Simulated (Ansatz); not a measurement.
**AlBClH4NO···HF: density, localisation and related maps**

Input

```
crystal:
  periodic: [false, false, false]
  atoms:
    - { symbol: B, position_ang: [0.0, 0.0, 0.0] }
    - { symbol: F, position_ang: [0.0, 0.0, 1.67] }
    - { symbol: Cl, position_ang: [1.6108, 0.0, -0.93] }
    - { symbol: "N", position_ang: [-1.3423, 0.0, -0.775] }
    - { symbol: H, position_ang: [-2.0112, -0.8164, -0.6764] }
    - { symbol: H, position_ang: [-1.5914, 0.8164, -1.4036] }
    - { symbol: O, position_ang: [0.0766, 1.621, 0.5392] }
    - { symbol: Al, position_ang: [0.7098, 2.1426, 2.1189] }
    - { symbol: H, position_ang: [1.2046, 1.0815, 3.1499] }
    - { symbol: H, position_ang: [0.7698, 3.6608, 2.4724] }
    - { symbol: H, position_ang: [0.0485, 1.0264, 1.5024] }
basis:
  gaussian: { orbitals: def2-SVP }
hamiltonian:
  xc: { name: BHLYP }
relax:
  f_tol: 0.15
  max_steps: 25
  restrain:
    - { distance: [0, 6], at: 1.41, k: 30.0 }
    - { distance: [10, 1], at: 0.92, k: 30.0 }
    - { distance: [0, 1], at: 2.52, k: 30.0 }
    - { distance: [10, 6], at: 2.21, k: 30.0 }
output:
  orbitals: {}
```

Command:

```sh
ansatz run input.yaml --threads 4 --pin off --max-ram 5120MiB --backend cpu --events-out ev --progress --plain --runs-dir out
```

The fields are those of the run's last geometry, not of the input's.

Not at a stationary point (largest force 1.0 eV/Å).

These are results of RKS BHLYP/def2-SVP (Ansatz), not measurements.

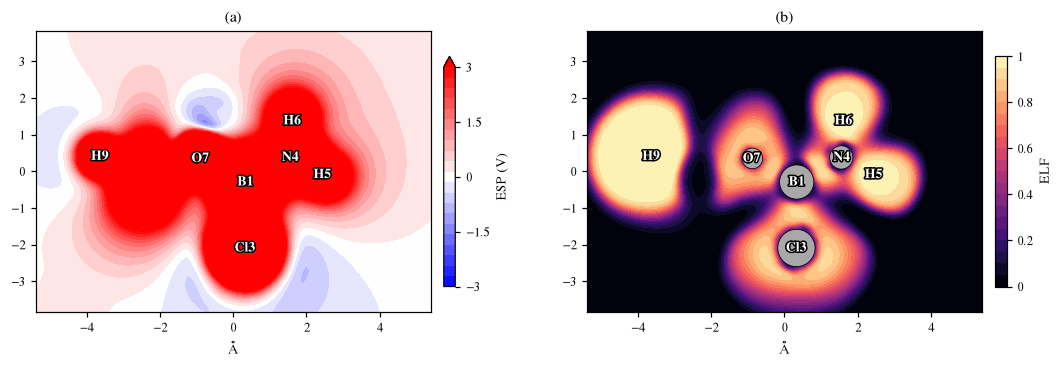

Figure 1. (a) molecular electrostatic potential; (b) electron localisation function on the plane of atoms Cl3, B1 and N4. Grey discs cover the atomic cores in the ELF map.

Interpret the plot.

- The section cuts through B, Cl, N, H and O sites.
- B–O (1.38 Å): the ELF peaks at about 0.90 between the atoms, as expected for a polar covalent bond.
- B–N (1.39 Å): the ELF peaks at about 0.95 between the atoms: a short, strongly polar bond.
- B–Cl (1.80 Å): the ELF peaks at about 0.90 between the atoms, as expected for a polar covalent bond.
- N–H (1.00 Å): the ELF climbs to about 1 towards the hydrogen, as it does in any bond to H: an ordinary covalent bond to hydrogen.
- The ELF also peaks beside Cl3 and O7, away from the bonds: lone-pair regions.
- Outside the dense part of the complex the potential is most negative (−1.1 V) near O7.

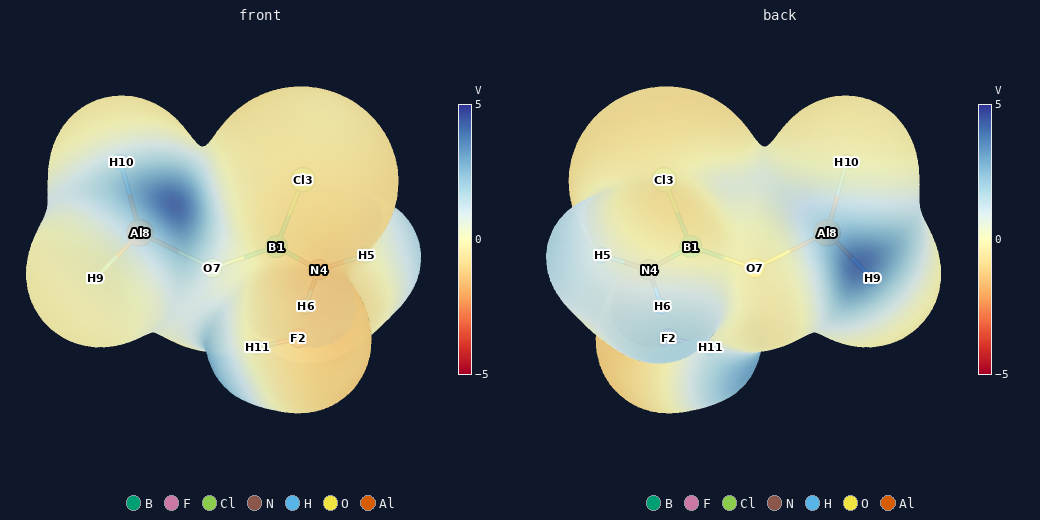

Figure 2. The molecular electrostatic potential painted on the density surface at 0.002 e/bohr³, seen from the front and from behind; the colour scale runs from red (negative) to blue (positive).

Describe the electrostatic potential map.

The most negative region (about −1.3 V) lies over F2, the most positive (about +4.0 V) over Al8.

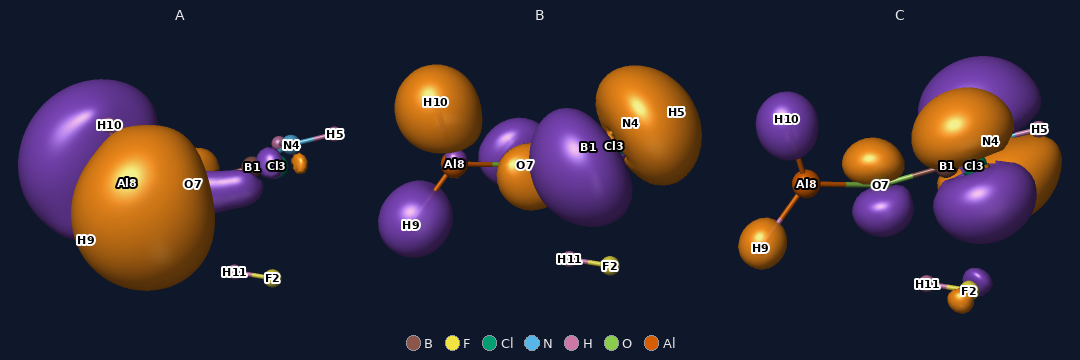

Figure 3. Three frontier orbitals at ±0.08 Å⁻³ᐟ² (orange and purple are the two phases), in no order.

Which picture is the HOMO−1, the HOMO and the LUMO?

B is the HOMO−1 (−9.78 eV). Its weight (Hirshfeld) is mainly on Cl3 (about 70 %), O7 (about 10 %) and Al8 (about 5 %); largely a lone pair of Cl3. C is the HOMO (−9.14 eV). By Hirshfeld shares it lies mainly on N4 (about 50 %), Cl3 (about 20 %) and B1 (about 10 %); largely a combination of lone pairs on N4 and Cl3. A is the LUMO (−0.40 eV). By Hirshfeld shares it lies mainly on Al8 (about 80 %).

What is the HOMO–LUMO gap?

8.74 eV between the orbital energies.
